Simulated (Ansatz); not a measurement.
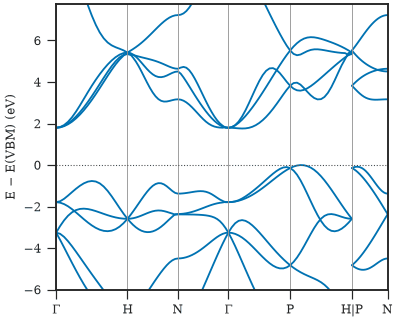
Band structure from DFT-r²SCAN in the program Ansatz with PAW potentials

Task: Read off the gap and where the band edges lie.

Result: About 1.8 eV (1.76 eV by a search for the band edges); maximum on the P–H line, 18 % of the way from P, minimum on the Γ–P line, 23 % of the way from Γ.

The material is B in space group I4_132 (No. 214; B on 8a).

The start of the workflow was typed in or built on a structure type; neither database checked (COD, Materials Project) lists it. It is not the phase usual at ambient conditions (space group No. 166). The r²SCAN relaxation kept the symmetry of its start; its stability against distortions is not shown here.

Potentials: the later of the program's two PAW sets.
